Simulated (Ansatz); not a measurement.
ZrTi3C4

Input file:

```
crystal:
  lattice:
    - [3.1366241757, -4.4337267798, 0.0]
    - [3.1366241757, 4.4337267798, 0.0]
    - [0.0, 0.0, 3.14313596]
  atoms:
    - { symbol: Zr, position: [0.5, 0.5, 0.0] }
    - { symbol: Ti, position: [0.0, 0.0, 0.0] }
    - { symbol: Ti, position: [0.0, 0.5, 0.5] }
    - { symbol: Ti, position: [0.5, 0.0, 0.5] }
    - { symbol: C, position: [0.755577524, 0.244422476, 0.0] }
    - { symbol: C, position: [0.244422476, 0.755577524, 0.0] }
    - { symbol: C, position: [0.7613630578, 0.7613630578, 0.5] }
    - { symbol: C, position: [0.2386369422, 0.2386369422, 0.5] }
basis:
  ecutwfc: 420
kpoints:
  mp_grid: { grid: [8, 8, 12] }
  band_path:
    path:
      - [[0.0, 0.0, 0.0], [-0.5, 0.5, 0.0], [-0.37512011, 0.62487989, 0.0]]
      - [[0.37512011, 0.37512011, 0.0], [0.0, 0.0, 0.0], [0.0, 0.0, 0.5], [0.37512011, 0.37512011, 0.5]]
      - [[-0.37512011, 0.62487989, 0.5], [-0.5, 0.5, 0.5], [-0.5, 0.5, 0.0]]
      - [[0.0, 0.0, 0.0], [0.0, 0.5, 0.0], [0.0, 0.5, 0.5], [0.0, 0.0, 0.5], [-0.5, 0.5, 0.5]]
    npoints: 14
hamiltonian:
  xc: pbesol
scf:
  occupations: { method: gaussian, width: 0.1 }
  n_extra_bands: 20
output:
  forces: true
  stress: true
  eigenvalues: true
  populations: true
  dos: { projected: true, de: 0.02, nscf_kmesh: { grid: [10, 10, 15] } }
  bader: true
  write_density: true
  write_potential: true
  elf: true
  volumetric_format: npy
```

Command:

```sh
ansatz run input.yaml --threads 1 --pin off --max-ram 2560MiB --backend cpu --events-out ev --progress --plain --runs-dir out
```

Below, planes, directions and counts refer to the conventional cell (a = 6.27 Å, b = 8.87 Å, c = 3.14 Å, α = 90.00°, β = 90.00°, γ = 90.00°).

Space group Cmmm; a structure generated by program, which may or may not match a known phase; computed pressure about −7 GPa in this cell; computed without spin polarisation.

These are results of DFT PBEsol, scalar-relativistic, plane waves, PAW (Ansatz), not measurements.

### Predict the valence pseudo-density and electron localisation function between the atoms.

Ti–C (2.17 Å): ρ at the midpoint is about 0.51 e/Å³; the ELF peaks at about 0.80 in the valence shell of C, 0.7 Å from its nucleus, and is about 0.30 at the midpoint.
Zr–C (2.27 Å): the density is about 0.53 e/Å³ at the midpoint; the ELF peaks at about 0.80 in the valence shell of C, 0.7 Å from its nucleus, and drops to about 0.25 between the two atoms: no shared electron pair shows on this line.
Bader's partition of the density gives Zr +1.84, Ti +1.67 and C −1.71 e.

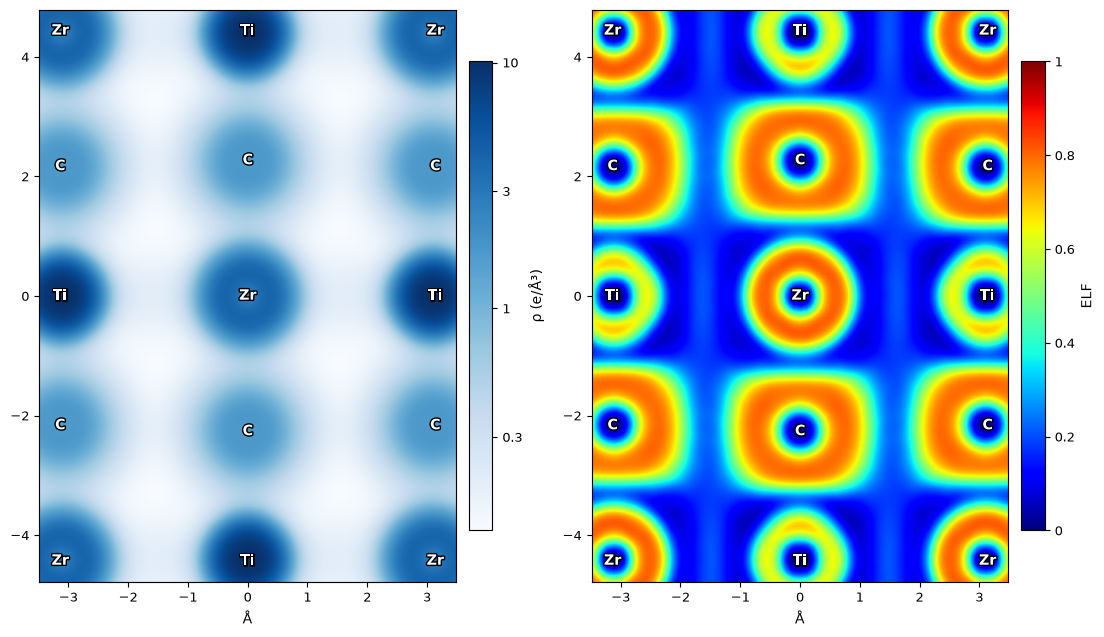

Computed valence pseudo-density and electron localisation function on the (001) plane of the conventional cell, in this order. 

Core electrons are frozen (PAW), and the valence fields are smoothed inside the atomic spheres.
